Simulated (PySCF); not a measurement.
**ISe₃⁺: relaxation and vibrations of the singlet**

Aim: relax ISe₃⁺ as a singlet from a trigonal planar start, check by its vibrations whether the end is a minimum, and collect its spectrum and constants.

Computed with PySCF 2.14.0. Level: PBE0, basis I def2-SVP with ECP28, Se def2-SVP, scalar-relativistic core potentials, no spin–orbit coupling, density fitting.

### Step 1. The starting structure

4 atoms, charge 1, spin multiplicity 1.

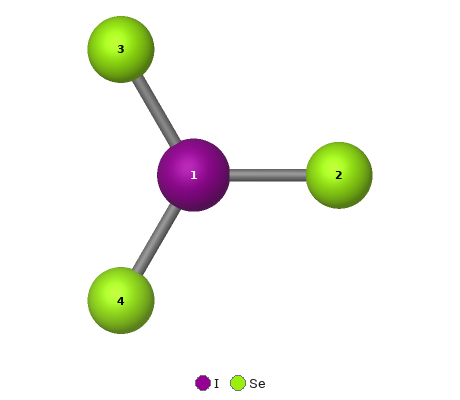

The starting geometry (iodine purple, selenium green); atoms are numbered from 1 in the order of the file.

```xyz
4
charge 1 multiplicity 1
I     0.0000    0.0000    0.0000
Se    2.3128    0.0000    0.0000
Se   -1.1564    2.0029    0.0000
Se   -1.1564   -2.0029    0.0000
```

### Step 2. Finding the electronic state

The steps below are one call of a driver around PySCF. For each, scf.py gives the equivalent set-up of the SCF; relaxations use the driver's own optimiser. After this first run the driver tries any further starts and a stability analysis.

File scf.py:

```python
from pyscf import gto, scf, dft
mol = gto.M(atom='''
I      0.000000     0.000000     0.000000
Se     2.312800     0.000000     0.000000
Se    -1.156400     2.002900     0.000000
Se    -1.156400    -2.002900     0.000000''',
    basis={'I': 'def2-SVP', 'Se': 'def2-SVP'},
    ecp={'I': 'def2-SVP'},
    charge=1, spin=0)
mf = dft.RKS(mol, xc='PBE0')
mf.grids.atom_grid = (50, 194)
aux = {'I': 'def2-universal-JKFIT', 'Se': 'def2-universal-JKFIT'}
mf = mf.density_fit(auxbasis=aux)
mf.conv_tol = 1e-08
mf.diis_space = 10
mf.max_cycle = 60
mf.init_guess = 'minao'
mf.verbose = 4
mf.kernel()
```

Launch:

```bash
> OMP_NUM_THREADS=2 python axn.py task.json out
```

Output:

```text
init E= -7467.27152093972
  HOMO = -0.654902343520019  LUMO = -0.635347757460097  gap/eV = 0.53211
cycle= 1 E= -7496.14046055197  delta_E= -28.9  |g|= 4.09  |ddm|=  9.8
  HOMO = -0.337270217553726  LUMO = 0.0278696220152817  gap/eV = 9.93596
cycle= 2 E= -7491.45436428846  delta_E= 4.69  |g|= 4.98  |ddm|= 9.91
  HOMO = -0.415073594800145  LUMO = -0.373682477166427  gap/eV = 1.12631
cycle= 3 E= -7500.04342791401  delta_E= -8.59  |g|= 0.718  |ddm|=    6
  HOMO = -0.447220496073373  LUMO = -0.369928716276275  gap/eV = 2.10322
cycle= 4 E= -7500.18382896881  delta_E= -0.14  |g|= 0.299  |ddm|= 1.32
  HOMO = -0.453142610714055  LUMO = -0.37155859002944  gap/eV = 2.22001
cycle= 5 E= -7500.20537066282  delta_E= -0.0215  |g|= 0.0186  |ddm|= 0.342
  HOMO = -0.451263037524581  LUMO = -0.369376995246489  gap/eV = 2.22823
cycle= 6 E= -7500.20541284197  delta_E= -4.22e-05  |g|= 0.00877  |ddm|= 0.0317
  HOMO = -0.451118967862979  LUMO = -0.369387581437413  gap/eV = 2.22402
cycle= 7 E= -7500.20536963394  delta_E= 4.32e-05  |g|= 0.0127  |ddm|= 0.0316
  HOMO = -0.451164654892207  LUMO = -0.369468802525929  gap/eV = 2.22306
cycle= 8 E= -7500.20543557328  delta_E= -6.59e-05  |g|= 0.00217  |ddm|= 0.0213
  HOMO = -0.451266231474469  LUMO = -0.369602075859356  gap/eV = 2.22219
cycle= 9 E= -7500.20543706788  delta_E= -1.49e-06  |g|= 0.000525  |ddm|= 0.0024
  HOMO = -0.451272776773603  LUMO = -0.369605762841214  gap/eV = 2.22227
cycle= 10 E= -7500.20543714885  delta_E= -8.1e-08  |g|= 1.93e-05  |ddm|= 0.00054
  HOMO = -0.451272523712451  LUMO = -0.369605839782911  gap/eV = 2.22226
cycle= 11 E= -7500.20543714899  delta_E= -1.44e-10  |g|= 6.91e-06  |ddm|= 4.18e-05
  HOMO = -0.451273189391715  LUMO = -0.369605959735454  gap/eV = 2.22228
Extra cycle  E= -7500.20543714896  delta_E= 2.91e-11  |g|= 1.23e-05  |ddm|= 2.57e-05
converged SCF energy = -7500.20543714896
```

This step, with its further starts and checks, needed 15 s of wall time on 2 threads of Intel Xeon 6975P-C (Granite Rapids), shared host.

The test of internal stability found no lower closed-shell solution.

### Step 3. Relaxing the singlet from the trigonal planar start

The program finds D3h symmetry in the start, which this walk keeps.

scf.py: that of step 2 with these lines changed.

```diff
@@ -3,4 +3,4 @@
-I      0.000000     0.000000     0.000000
-Se     2.312800     0.000000     0.000000
-Se    -1.156400     2.002900     0.000000
-Se    -1.156400    -2.002900     0.000000''',
+I     -0.000000    -0.000000     0.000000
+Se     2.312775     0.000000     0.000000
+Se    -1.156387     2.002922     0.000000
+Se    -1.156387    -2.002922     0.000000''',
@@ -17 +16,0 @@
-mf.init_guess = 'minao'
```

Steps of the walk:

```tsv
step	energy (Eh)	change (kJ/mol)	largest symmetric gradient (Eh/bohr)
0	-7500.205437	0.00	0.02435
1	-7500.209653	-11.07	0.00592
2	-7500.209961	-11.88	0.00089
3	-7500.209968	-11.90	0.00005
```

The walk took 26 s.

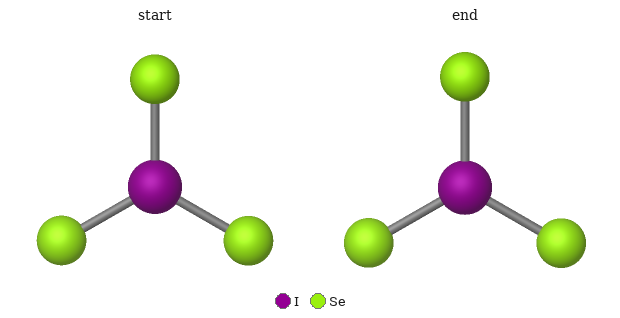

Start and end of the relaxation.

End point (D3h, 3 steps, 11.9 kJ/mol gained): I–Se 2.382 Å (×3); Se–I–Se 120.0° (×3).

### Step 4. Vibrations and properties at this point

On the finer grid the gradient is checked again; gradients at displacements of ±0.02 bohr then give force constants and infrared intensities.

scf.py: that of step 3 with these lines changed.

```diff
@@ -3,4 +3,4 @@
-I     -0.000000    -0.000000     0.000000
-Se     2.312775     0.000000     0.000000
-Se    -1.156387     2.002922     0.000000
-Se    -1.156387    -2.002922     0.000000''',
+I      0.000000    -0.000000     0.000000
+Se     2.382454    -0.000000     0.000000
+Se    -1.191227     2.063266     0.000000
+Se    -1.191227    -2.063266     0.000000''',
@@ -11 +11 @@
-mf.grids.atom_grid = (50, 194)
+mf.grids.atom_grid = (75, 302)
@@ -14 +14 @@
-mf.conv_tol = 1e-08
+mf.conv_tol = 1e-10
```

This SCF starts from the last density.

Log of the central SCF (cycles and frontier levels):

```text
init E= -7500.21004810815
  HOMO = -0.450132996730245  LUMO = -0.375365922981704  gap/eV = 2.03452
cycle= 1 E= -7500.21004810767  delta_E= 4.75e-10  |g|= 3.29e-05  |ddm|= 6.67e-05
  HOMO = -0.450133013974902  LUMO = -0.375365808151638  gap/eV = 2.03452
cycle= 2 E= -7500.21004809989  delta_E= 7.78e-09  |g|= 0.000137  |ddm|= 0.000278
  HOMO = -0.450133014992509  LUMO = -0.375365854180248  gap/eV = 2.03452
cycle= 3 E= -7500.21004810815  delta_E= -8.25e-09  |g|= 1.56e-06  |ddm|= 0.000224
  HOMO = -0.450133013499112  LUMO = -0.37536588952196  gap/eV = 2.03452
cycle= 4 E= -7500.21004810815  delta_E= -7.28e-12  |g|= 4.47e-08  |ddm|= 2.06e-06
  HOMO = -0.450133009617081  LUMO = -0.375365886862647  gap/eV = 2.03452
Extra cycle  E= -7500.21004810815  delta_E= 3.64e-12  |g|= 3.01e-08  |ddm|= 7.26e-08
converged SCF energy = -7500.21004810815
```

The whole step took 62 s.

Geometry: D3h; I–Se 2.382 Å (×3); Se–I–Se 120.0° (×3).

Harmonic modes (main isotopes):

```csv
symmetry,ω (cm⁻¹),IR (km/mol),type
a2'',72,0.0,bend
e',84,0.2,bend
a1',226,0.0,stretch
e',309,10.8,stretch
```

No imaginary mode, so this is a minimum.

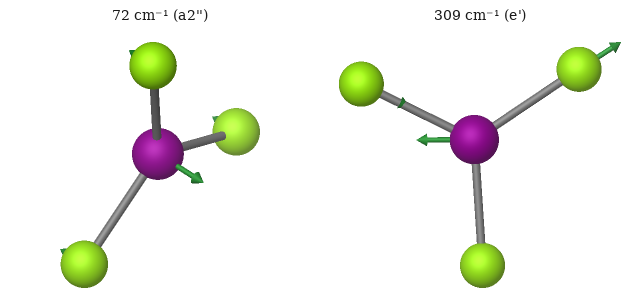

Displacements of 2 of the modes, as arrows (one member where a mode is degenerate).

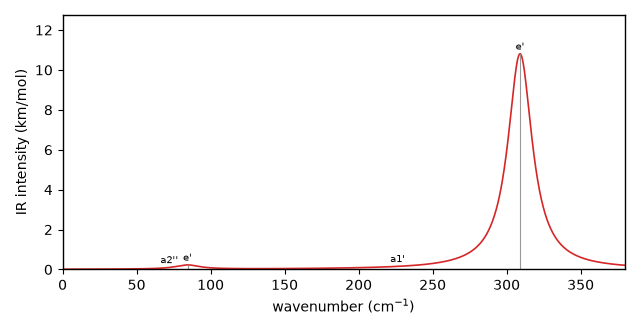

The harmonic infrared spectrum (widths in cm⁻¹). Lines are broadened to a width of 20 cm⁻¹ (Lorentzian).

Constants and moments:

* Dipole moment about the centre of mass: 0.00 D
* Highest occupied level: -12.25 eV
* Lowest empty level: -10.21 eV
* Rotational constants: 0.02478, 0.02478, 0.01239 cm⁻¹
* Zero-point energy: 6.5 kJ/mol
* Principal polarisabilities: 45.6, 154.2, 154.2 bohr³
* Principal traceless quadrupole moments about the centre of mass: -13.19, 6.60, 6.60 D Å
* Entropy at 298.15 K and 1 bar: 368.6 J/(mol K)
* Heat capacity Cp at 298.15 K: 79.3 J/(mol K)
* Enthalpy at 298.15 K above 0 K: 19.52 kJ/mol
* Rotational symmetry number: 6

Populations by atom (charges in e):

| atom | Mulliken | Löwdin | polar tensor | Mayer order to I1 |
| --- | --- | --- | --- | --- |
| I1 | 0.68 | 0.91 | 0.77 | – |
| Se2,3,4 | 0.11 | 0.03 | 0.08 | 1.18 |

Outer orbital energies (eV). occupied: -17.46, -17.46, -16.74, -13.00, -13.00, -12.66, -12.66, -12.25; empty: -10.21, -9.83, -6.96, -6.96.

Mulliken populations on I1 (outside its core potential): s 3.80, p 10.13, d 10.39.

### Step 5. Stability of the closed shell

At the lowest minimum the closed shell is tested against spin polarisation, on the (50, 194) grid. It is unstable: an open-shell solution lies lower. That solution was not followed to a minimum here.

### Step 6. Density, ELF and potential

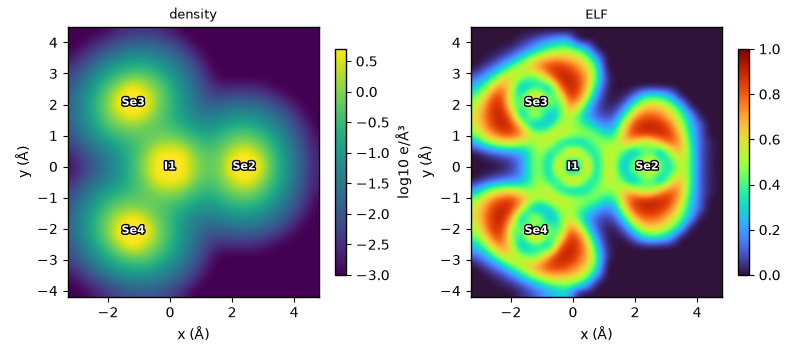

The plane holds I1 at (0.00, 0.00), Se2 at (2.38, 0.00), Se3 at (-1.19, 2.06), Se4 at (-1.19, -2.06) Å. ELF is set to 0 where the density is under 0.005 e/Å³; an orbital's overall sign is arbitrary. Electrons inside core potentials are absent.

Orbitals, density, ELF and potential are computed afterwards from the orbital file.

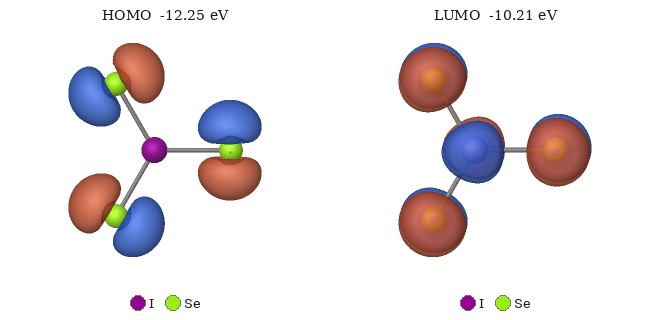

Frontier orbitals at PBE0; each surface holds 70 % of the orbital's density, blue and red mark the sign.

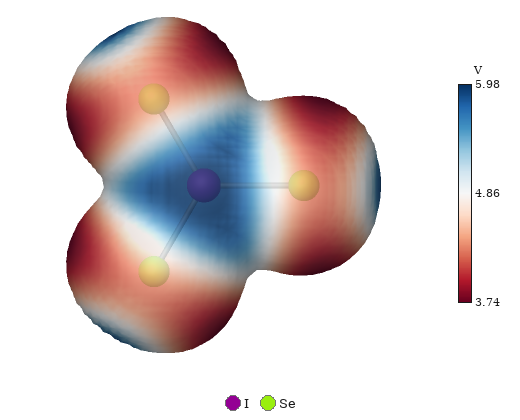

The potential that a unit positive charge feels on the 0.002 e/bohr³ surface, from the 1st to the 99th percentile, from 3.74 V near Se3 to 5.98 V near I1.

Values on the line from I1 (at 0) through Se2 (at 2.382 Å):

```tsv
distance (Å)	density (e/Å³)	ELF	electrostatic potential (V)
-0.83	1.11	0.258	43.9
0.71	2.16	0.235	64.4
0.95	0.911	0.454	32.6
1.19	0.68	0.626	22.7
1.43	0.7	0.438	26.5
1.67	1.11	0.153	47.5
1.91	7.14	0.437	114
2.14	86.4	0.693	526
2.50	357	0.472	1.89e+03
2.74	27.3	0.737	213
2.98	2.26	0.18	68.9
3.22	0.68	0.378	31.3
3.45	0.285	0.574	16.9
3.69	0.11	0.514	10.7
```

Making the fields needed 4.6 s of wall time on 2 threads of Intel Xeon 6975P-C (Granite Rapids), shared host.

### Step 7. Results

| quantity | value |
| --- | --- |
| minimum | singlet, D3h (closed shell, unstable towards spin polarisation) |
| geometry | I–Se 2.382 Å (×3); Se–I–Se 120.0° (×3) |
| wavenumbers (cm⁻¹) | 72 (a2''), 84 (e'), 226 (a1'), 309 (e') |
| dipole moment (centre of mass) | 0.00 D |
| highest occupied, lowest empty level | -12.25, -10.21 eV |
| polar-tensor charge of I1 | +0.77 e |
| zero-point energy | 6.5 kJ/mol |

**Reading.** The trigonal planar start keeps its D3h symmetry and ends in a minimum. The strongest infrared band lies at 309 cm⁻¹ (e', stretch). Other starts or spin states, not run here, may lie lower. Spin polarisation would lower this closed shell, so its numbers describe a constrained state. Spin–orbit coupling is left out.

The search up to here took 2 min.
